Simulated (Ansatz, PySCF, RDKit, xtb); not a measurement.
**CH5BSe: a search for the lowest isomer**

Task: start from the formula CH5BSe, draw up candidate structures, narrow them down in stages, and characterise the one that lies lowest at 298.15 K.

The funnel: GFN2-xTB relaxations, single points with a density functional, relaxations at PBE0-D4/def2-TZVP, harmonic vibrations, and a last energy at a higher level. All values are calculated.

4 further runs of the same task are left out: 4 set aside as unsound or not needed.

### Step 1. Drawing up candidates

A program enumerates the bonding patterns with one Lewis structure each (two rings at most, one unusual centre or charged pair), with their diastereomers. O–O, O–halogen and N–halogen bonds and N–N–N chains are not drawn. That gives 10 candidates.

| label | SMILES | spin |
| --- | --- | --- |
| c027 | BC[SeH] | singlet |
| c144 | CB[SeH] | singlet |
| c281 | [CH2+][BH2-][SeH] | singlet |
| c288 | B[SeH]=C | singlet |
| c291 | C=[BH-][SeH2+] | singlet |
| c458 | [BH3-][CH+][SeH] | singlet |
| c460 | B=[SeH]C | singlet |
| c611 | [BH2-]1C[SeH+]1 | singlet |
| c822 | B[Se]C | singlet |
| c959 | [BH3-][Se+]=C | singlet |

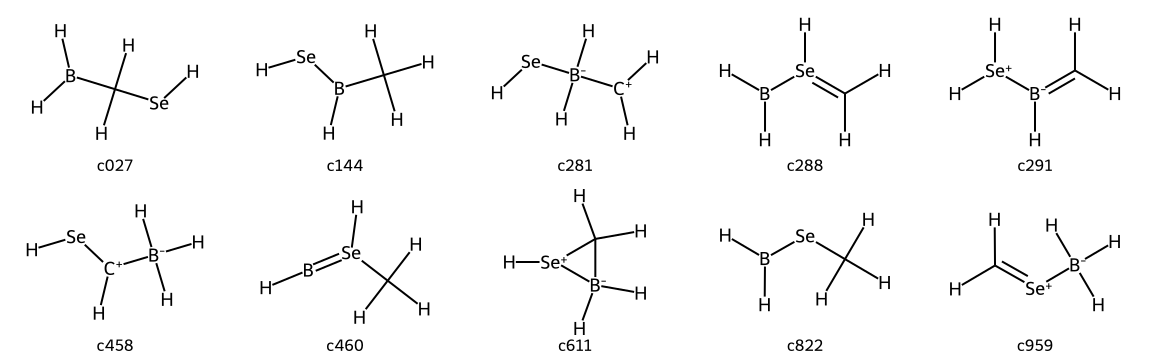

Structural formulas of the candidates.

Candidates are built by distance geometry, with a force field where one applies, in up to four conformers (letters a to d). 5 starts with atoms placed at random are added, to find patterns that the rules miss.

Q: Predict the outcome of this search (final energies at CCSD(T)/def2-TZVP).

| quantity | value |
| --- | --- |
| lowest structure found | CB[SeH], singlet, Cs |
| next finalist | B[Se]C, singlet, 10.6 kcal/mol higher in G |
| share at equilibrium, among the finalists | 100.0 % |
| harmonic wavenumbers, lowest and highest (PBE0-D4/def2-TZVP) | 121 and 3130 cm⁻¹ |
| rotational constants, same geometry | 1.17, 0.1193, 0.1105 cm⁻¹ |
| dipole moment (PBE0/def2-TZVPD) | 0.53 D |
| HOMO energy (PBE0/def2-TZVPD) | -7.58 eV |
| LUMO energy (PBE0/def2-TZVPD) | -0.96 eV |
| HOMO–LUMO gap (PBE0/def2-TZVPD) | 6.62 eV |
| lowest excitation (TD-B3LYP/def2-SVPD) | 5.71 eV (f = 0.173) |
| lowest triplet excitation, same level, Tamm-Dancoff | 4.40 eV |
| vertical ionisation energy | 9.82 eV |
| vertical electron affinity | -0.65 eV (unbound: the value depends on the basis) |
| vertical triplet less singlet | +4.59 eV |

The search ends on `CB[SeH]`. Among the finalists first place is clear (10.6 kcal/mol); structures outside the list aren't covered. GFN2-xTB, HF/STO-3G, r2SCAN-D4/def2-SVP, PBE0-D4/def2-TZVP, HF/def2-TZVP and MP2/def2-TZVP already put its bonding pattern lowest among the structures in one piece. The search is not exhaustive (a finite list of starts, one conformer a finalist), so a lower isomer can't be ruled out. Patterns outside the rules of the enumeration were met only by chance. The lowest isomer need not be the one that is made and kept in a bottle, which depends on barriers.
